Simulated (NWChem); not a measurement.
# Energy and gradient calculation of GeCl3 (charge −1) (part 2 of 2)

GeCl3, charge −1; HF/STO-3G, RHF (NWChem 7.3.0). The geometry comes from this level: GFN2-xTB.

The program's output, continued:
```
 Vector   28  Occ=2.000000D+00  E=-4.754680D-01
              MO Center= -2.9D-02, -3.1D-02,  8.6D-01, r^2= 1.7D-01
   Bfn.  Coefficient  Atom+Function         Bfn.  Coefficient  Atom+Function
  ----- ------------  ---------------      ----- ------------  ---------------
    14      0.856574  1 Ge d -2              18     -0.491087  1 Ge d  2

 Vector   29  Occ=2.000000D+00  E=-4.754561D-01
              MO Center= -2.7D-02, -2.7D-02,  8.6D-01, r^2= 1.7D-01
   Bfn.  Coefficient  Atom+Function         Bfn.  Coefficient  Atom+Function
  ----- ------------  ---------------      ----- ------------  ---------------
    18      0.839503  1 Ge d  2              14      0.486741  1 Ge d -2
    17     -0.199178  1 Ge d  1

 Vector   30  Occ=2.000000D+00  E=-4.694905D-01
              MO Center= -3.2D-02, -4.0D-02,  8.5D-01, r^2= 2.2D-01
   Bfn.  Coefficient  Atom+Function         Bfn.  Coefficient  Atom+Function
  ----- ------------  ---------------      ----- ------------  ---------------
    15      0.766512  1 Ge d -1              17     -0.538604  1 Ge d  1
    16      0.306030  1 Ge d  0

 Vector   31  Occ=2.000000D+00  E=-4.694839D-01
              MO Center= -2.2D-02, -1.6D-02,  8.5D-01, r^2= 2.3D-01
   Bfn.  Coefficient  Atom+Function         Bfn.  Coefficient  Atom+Function
  ----- ------------  ---------------      ----- ------------  ---------------
    17      0.790455  1 Ge d  1              15      0.559974  1 Ge d -1
    18      0.194221  1 Ge d  2

 Vector   32  Occ=2.000000D+00  E=-4.694163D-01
              MO Center= -2.9D-02, -3.1D-02,  8.6D-01, r^2= 1.4D-01
   Bfn.  Coefficient  Atom+Function         Bfn.  Coefficient  Atom+Function
  ----- ------------  ---------------      ----- ------------  ---------------
    16      0.950742  1 Ge d  0              15     -0.252337  1 Ge d -1
    17      0.168524  1 Ge d  1

 Vector   33  Occ=2.000000D+00  E=-3.768605D-01
              MO Center= -2.5D-03,  4.4D-04,  1.6D-01, r^2= 4.2D+00
   Bfn.  Coefficient  Atom+Function         Bfn.  Coefficient  Atom+Function
  ----- ------------  ---------------      ----- ------------  ---------------
    10      0.705513  1 Ge s                 25     -0.272947  2 Cl px
    24     -0.262703  2 Cl s                 33     -0.262910  3 Cl s
    42     -0.260509  4 Cl s                 35     -0.240240  3 Cl py
    44      0.225958  4 Cl py                 6     -0.180738  1 Ge s

 Vector   34  Occ=2.000000D+00  E=-2.278941D-01
              MO Center= -2.0D-01, -3.3D-01, -1.7D-01, r^2= 4.6D+00
   Bfn.  Coefficient  Atom+Function         Bfn.  Coefficient  Atom+Function
  ----- ------------  ---------------      ----- ------------  ---------------
    45     -0.408999  4 Cl pz                34      0.406748  3 Cl px
    44     -0.363724  4 Cl py                26      0.345855  2 Cl py
    12      0.283411  1 Ge py                25     -0.221853  2 Cl px
    43     -0.215942  4 Cl px                36      0.208307  3 Cl pz
    27      0.195640  2 Cl pz                11      0.166726  1 Ge px

 Vector   35  Occ=2.000000D+00  E=-2.270757D-01
              MO Center=  2.1D-01,  3.4D-01, -1.4D-01, r^2= 4.6D+00
   Bfn.  Coefficient  Atom+Function         Bfn.  Coefficient  Atom+Function
  ----- ------------  ---------------      ----- ------------  ---------------
    35      0.438891  3 Cl py                25     -0.391233  2 Cl px
    43      0.342152  4 Cl px                36     -0.329343  3 Cl pz
    27      0.327186  2 Cl pz                11      0.283711  1 Ge px
    26     -0.207146  2 Cl py                44     -0.208075  4 Cl py
    12     -0.167115  1 Ge py

 Vector   36  Occ=2.000000D+00  E=-2.057519D-01
              MO Center=  2.0D-02,  3.8D-02, -8.5D-02, r^2= 4.8D+00
   Bfn.  Coefficient  Atom+Function         Bfn.  Coefficient  Atom+Function
  ----- ------------  ---------------      ----- ------------  ---------------
    27      0.455039  2 Cl pz                36      0.450755  3 Cl pz
    45      0.417205  4 Cl pz                25      0.307866  2 Cl px
    44     -0.283001  4 Cl py                35      0.268887  3 Cl py
    13      0.250659  1 Ge pz                10      0.182517  1 Ge s
    43     -0.173915  4 Cl px                34     -0.169336  3 Cl px

 Vector   37  Occ=2.000000D+00  E=-1.820252D-01
              MO Center= -1.1D-01, -1.8D-01, -3.0D-01, r^2= 4.9D+00
   Bfn.  Coefficient  Atom+Function         Bfn.  Coefficient  Atom+Function
  ----- ------------  ---------------      ----- ------------  ---------------
    45      0.629868  4 Cl pz                26      0.466932  2 Cl py
    34      0.442502  3 Cl px                27     -0.292887  2 Cl pz
    36     -0.292993  3 Cl pz                41     -0.170880  4 Cl pz
    35      0.167198  3 Cl py

 Vector   38  Occ=2.000000D+00  E=-1.815095D-01
              MO Center=  1.2D-01,  1.9D-01, -2.9D-01, r^2= 4.9D+00
   Bfn.  Coefficient  Atom+Function         Bfn.  Coefficient  Atom+Function
  ----- ------------  ---------------      ----- ------------  ---------------
    27      0.559565  2 Cl pz                36     -0.555698  3 Cl pz
    43     -0.448984  4 Cl px                44      0.268558  4 Cl py
    26      0.242796  2 Cl py                35     -0.225774  3 Cl py
    34     -0.154000  3 Cl px                23     -0.151722  2 Cl pz
    32      0.150681  3 Cl pz

 Vector   39  Occ=2.000000D+00  E=-1.677315D-01
              MO Center= -7.1D-02, -1.2D-01, -2.9D-01, r^2= 5.0D+00
   Bfn.  Coefficient  Atom+Function         Bfn.  Coefficient  Atom+Function
  ----- ------------  ---------------      ----- ------------  ---------------
    26      0.569008  2 Cl py                43      0.548786  4 Cl px
    34     -0.477696  3 Cl px                44     -0.330991  4 Cl py
    35     -0.314440  3 Cl py                22     -0.153799  2 Cl py

 Vector   40  Occ=2.000000D+00  E=-1.637502D-01
              MO Center= -1.6D-01, -2.8D-01, -2.8D-01, r^2= 4.9D+00
   Bfn.  Coefficient  Atom+Function         Bfn.  Coefficient  Atom+Function
  ----- ------------  ---------------      ----- ------------  ---------------
    44      0.537219  4 Cl py                35      0.468627  3 Cl py
    26      0.422783  2 Cl py                43      0.323696  4 Cl px
    25      0.302094  2 Cl px                45     -0.267835  4 Cl pz
    34      0.218656  3 Cl px                27      0.160992  2 Cl pz
    36      0.161469  3 Cl pz

 Vector   41  Occ=2.000000D+00  E=-1.629889D-01
              MO Center=  2.5D-01,  4.0D-01, -2.5D-01, r^2= 4.8D+00
   Bfn.  Coefficient  Atom+Function         Bfn.  Coefficient  Atom+Function
  ----- ------------  ---------------      ----- ------------  ---------------
    34      0.527075  3 Cl px                25      0.524392  2 Cl px
    43      0.379537  4 Cl px                35     -0.312956  3 Cl py
    26     -0.310728  2 Cl py                27      0.246874  2 Cl pz
    36     -0.231675  3 Cl pz                44     -0.223431  4 Cl py

 Vector   42  Occ=2.000000D+00  E=-5.779071D-02
              MO Center= -2.8D-02, -3.1D-02,  8.0D-01, r^2= 3.6D+00
   Bfn.  Coefficient  Atom+Function         Bfn.  Coefficient  Atom+Function
  ----- ------------  ---------------      ----- ------------  ---------------
    10      0.658560  1 Ge s                 13      0.519295  1 Ge pz
    45     -0.374883  4 Cl pz                36     -0.363381  3 Cl pz
    27     -0.359875  2 Cl pz                25      0.210510  2 Cl px
    35      0.186339  3 Cl py                44     -0.167892  4 Cl py
     9     -0.160612  1 Ge pz

 Vector   43  Occ=0.000000D+00  E= 4.687116D-01
              MO Center=  3.4D-02,  6.4D-02,  7.2D-01, r^2= 2.5D+00
   Bfn.  Coefficient  Atom+Function         Bfn.  Coefficient  Atom+Function
  ----- ------------  ---------------      ----- ------------  ---------------
    11      0.919446  1 Ge px                12     -0.545167  1 Ge py
    25      0.356969  2 Cl px                35     -0.347353  3 Cl py
    36      0.266655  3 Cl pz                27     -0.263165  2 Cl pz
     7     -0.246570  1 Ge px                24     -0.221074  2 Cl s
    33      0.218818  3 Cl s

 Vector   44  Occ=0.000000D+00  E= 4.711427D-01
              MO Center= -1.4D-01, -2.1D-01,  7.0D-01, r^2= 2.4D+00
   Bfn.  Coefficient  Atom+Function         Bfn.  Coefficient  Atom+Function
  ----- ------------  ---------------      ----- ------------  ---------------
    12      0.909096  1 Ge py                11      0.537648  1 Ge px
    44      0.382173  4 Cl py                45      0.345781  4 Cl pz
    42      0.280928  4 Cl s                  8     -0.243659  1 Ge py
    43      0.225233  4 Cl px                34     -0.178686  3 Cl px
    13      0.161573  1 Ge pz

 Vector   45  Occ=0.000000D+00  E= 4.867884D-01
              MO Center=  5.0D-02,  9.4D-02,  1.8D-01, r^2= 2.4D+00
   Bfn.  Coefficient  Atom+Function         Bfn.  Coefficient  Atom+Function
  ----- ------------  ---------------      ----- ------------  ---------------
    13      0.924710  1 Ge pz                10     -0.592819  1 Ge s
    25     -0.474416  2 Cl px                35     -0.412240  3 Cl py
    44      0.335002  4 Cl py                 9     -0.243964  1 Ge pz
    33      0.243688  3 Cl s                 24      0.241954  2 Cl s
    34      0.235430  3 Cl px                43      0.198700  4 Cl px

 center of mass
 --------------
 x =  -0.01150455 y =  -0.01202362 z =   0.35513108

 moments of inertia (a.u.)
 ------------------
         966.673098365051          -8.956598886800         -14.301053202860
          -8.956598886800         956.990575895816         -13.065693357491
         -14.301053202860         -13.065693357491        1511.628912207272

  Mulliken analysis of the total density
  --------------------------------------

    Atom       Charge   Shell Charges
 -----------   ------   -------------------------------------------------------
    1 Ge  32    31.41   2.00  2.00  6.00  2.00  5.93  1.77  1.74  9.99
    2 Cl  17    17.53   2.00  2.00  5.99  1.98  5.55
    3 Cl  17    17.53   2.00  2.00  5.99  1.98  5.55
    4 Cl  17    17.53   2.00  2.00  5.99  1.98  5.55

       Multipole analysis of the density wrt the origin
       ------------------------------------------------

     L   x y z        total         open         nuclear
     -   - - -        -----         ----         -------
     0   0 0 0     -1.000000      0.000000     83.000000

     1   1 0 0     -0.026191      0.000000     -0.792306
     1   0 1 0     -0.026529      0.000000     -0.827983
     1   0 0 1      0.792697      0.000000     24.455418

     2   2 0 0    -48.333226      0.000000    365.083865
     2   1 1 0     -0.148377      0.000000      4.354775
     2   1 0 1     -0.218452      0.000000      6.936116
     2   0 2 0    -48.491942      0.000000    369.791035
     2   0 1 1     -0.201402      0.000000      6.334928
     2   0 0 2    -40.136881      0.000000    100.654435

                              NWChem Gradients Module
                              -----------------------

                                       Cl3Ge

  wavefunction    =   RHF

                         RHF ENERGY GRADIENTS

    atom               coordinates                        gradient
                 x          y          z           x          y          z
   1 Ge     -0.052799  -0.055199   1.630361   -0.000873  -0.000957   0.019550
   2 Cl      3.799975  -0.018670  -0.440079    0.020487   0.000834  -0.006036
   3 Cl     -1.803838   3.334176  -0.507524   -0.008808   0.018309  -0.006354
   4 Cl     -1.943357  -3.260307  -0.682758   -0.010807  -0.018185  -0.007161

                 ----------------------------------------
                 |  Time  |  1-e(secs)   |  2-e(secs)   |
                 ----------------------------------------
                 |  CPU   |       0.00   |       0.41   |
                 ----------------------------------------
                 |  WALL  |       0.00   |       0.41   |
                 ----------------------------------------

 Task  times  cpu:        2.1s     wall:        2.1s
 Total times  cpu:        2.1s     wall:        2.1s
```

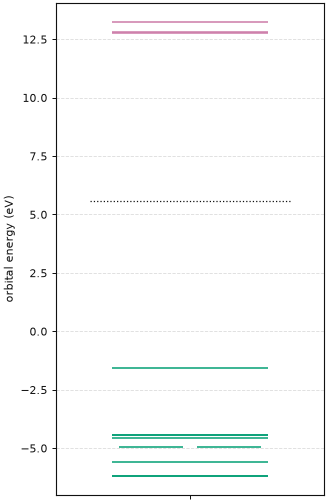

*Orbital energies near the frontier; the dotted line parts filled from empty levels, and levels within 0.02 eV of each other stand side by side.*

Highest filled −1.57 eV, lowest empty 12.75 eV, 14.32 eV apart.

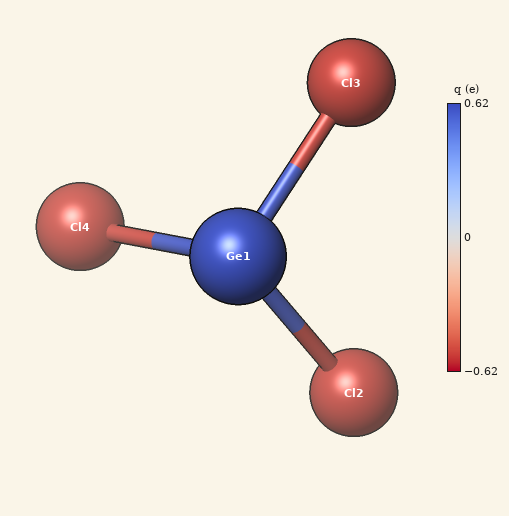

*Mulliken charges, as the colour of each atom (ball-and-stick view, seen at a tilt; atoms are numbered from 1 in the order of the input).*

By element: Ge +0.59 and Cl −0.53 e.

This output came from the following input.

Input file:
```
echo
start job
title "Cl3Ge"
memory 2200 mb
charge -1

geometry units bohr noautosym nocenter noautoz
  Ge    -0.05279895    -0.05519890     1.63036121
  Cl     3.79997467    -0.01867049    -0.44007942
  Cl    -1.80383807     3.33417608    -0.50752375
  Cl    -1.94335655    -3.26030669    -0.68275805
end

basis spherical bse
  * library STO-3G
end

scf
  singlet
  rhf
  thresh 1e-08
  maxiter 80
end

task scf gradient
```

Launched with:
```bash
nwchem job.nw > job.out
```

Summary:

| quantity | value |
| --- | --- |
| outcome | converged |
| total energy | −3415.631044 hartree |
| basis functions | 45 |
| largest force | 1.148 eV/Å |
| HOMO | −1.57 eV |
| LUMO | 12.75 eV |
| hardware | 1 thread of AMD EPYC (Zen 5), 176 GiB of memory available, shared host |
| wall time | 2.6 s |
| peak memory | 0.1 GiB |
